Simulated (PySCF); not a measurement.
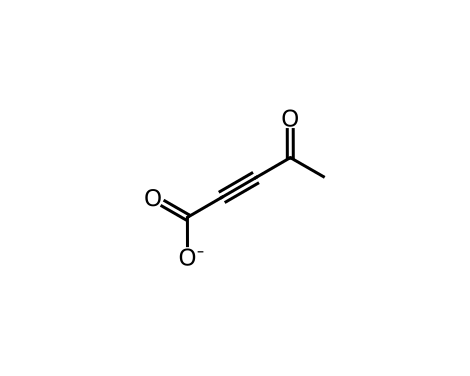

State: charge −1, singlet. Computed geometry: GFN2-xTB optimisation. No frequency run is at hand to confirm it as a minimum. Method: PBE0/pcSseg-1, gas phase (PySCF 2.14.0).

**Give the HOMO energy (Kohn–Sham orbital) at this level.**

−2.31 eV.
